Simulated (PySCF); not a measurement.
## Electronic structure of C5H13BO2Si (SMILES B[C@H](C)CO/C=C\O[SiH3]) in real space

```csv
atom,x (Å),y (Å),z (Å)
B,-2.7056,1.4173,0.2440
C,-2.0454,0.1380,-0.4024
C,-2.6394,-1.2033,0.0414
C,-0.5206,0.1066,-0.2369
O,-0.2409,0.1179,1.1565
C,1.0478,0.0318,1.5553
C,2.1801,-0.1048,0.8694
O,2.2854,-0.2207,-0.4834
Si,3.5343,0.0040,-1.4928
H,-2.1391,2.4378,0.2064
H,-3.7797,1.3642,0.6995
H,-2.2266,0.2411,-1.4833
H,-2.4143,-1.3740,1.0907
H,-2.2189,-2.0249,-0.5368
H,-3.7186,-1.2058,-0.0861
H,-0.0649,0.9843,-0.7096
H,-0.0972,-0.7960,-0.6930
H,1.1064,0.0895,2.6330
H,3.1108,-0.1444,1.4186
H,3.8949,1.4225,-1.5662
H,2.9329,-0.5084,-2.7138
H,4.7082,-0.7535,-1.0528
```

Geometry: GFN2-xTB.

Theory: PBE0/pcSseg-1, SCF density, gas phase, non-relativistic in PySCF.

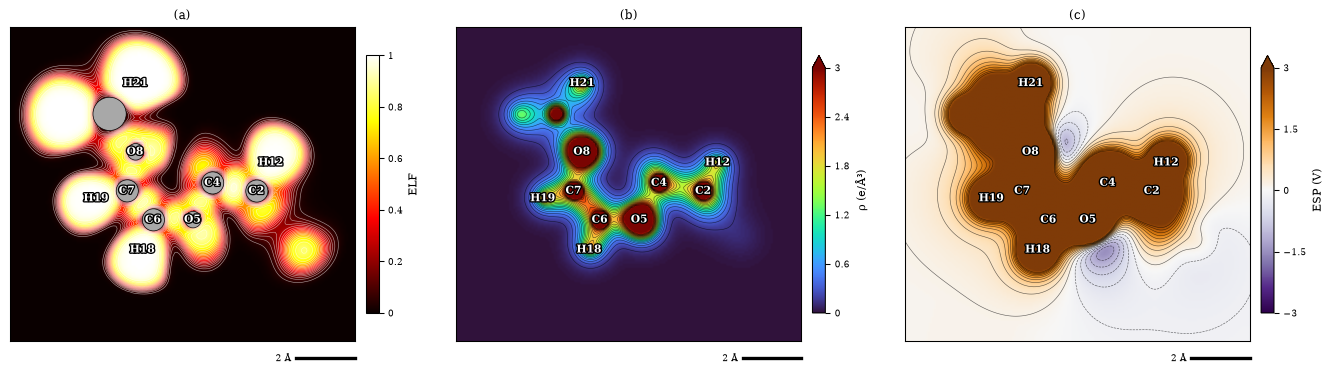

Figure 1. (a) electron localisation function; (b) total electron density; (c) electrostatic potential on the plane of atoms O8, C7 and H19. Grey discs cover the atomic cores in the ELF map.

Question: What do the fields say about this system?

Answer:
- The section cuts through C, O and H sites.
- C–C (1.33 Å): the density is about 2.3 e/Å³ at the midpoint; the ELF peaks at about 0.90 between the atoms: a multiple bond.
- C–O (1.35 Å): the density is about 2.3 e/Å³ at the midpoint, with its minimum of 2 e/Å³ about 0.5 Å from C; the ELF peaks at about 0.90 between the atoms: a polar covalent bond.
- C–H (1.08 Å): ρ is about 2.1 e/Å³ halfway; the ELF climbs to about 1 towards the hydrogen, as it does in any bond to H; an ordinary covalent bond to hydrogen.
- C–O (1.42 Å): ρ is about 2 e/Å³ halfway, with its minimum of 1.7 e/Å³ about 0.5 Å from C; the ELF peaks at about 0.90 between the atoms (a shared but strongly polarised pair).
- C–C (1.53 Å): ρ at the midpoint is about 1.6 e/Å³; the ELF peaks at about 0.95 between the atoms: a shared electron pair.
- The ELF also peaks beside O5, away from the bonds: lone-pair regions.
- Outside the dense part of the molecule the potential is most negative (−1.5 V) near O5.

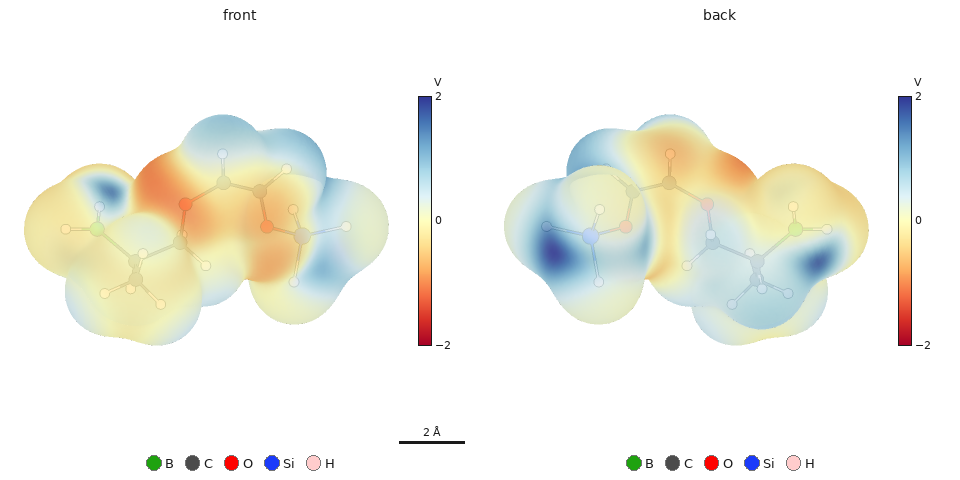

Figure 2. The molecular electrostatic potential painted on the density surface at 0.002 e/bohr³, seen from the front and from behind; the colour scale runs from red (negative) to blue (positive).

Question: Describe the electrostatic potential map.

Answer: The most negative region (about −1.0 V) lies over O5, the most positive (about +1.7 V) over B1 and Si9. O5 is the likeliest acceptor of a hydrogen bond.

Question: What dipole moment does the calculation give?

Answer: Its dipole moment is 1.59 D.
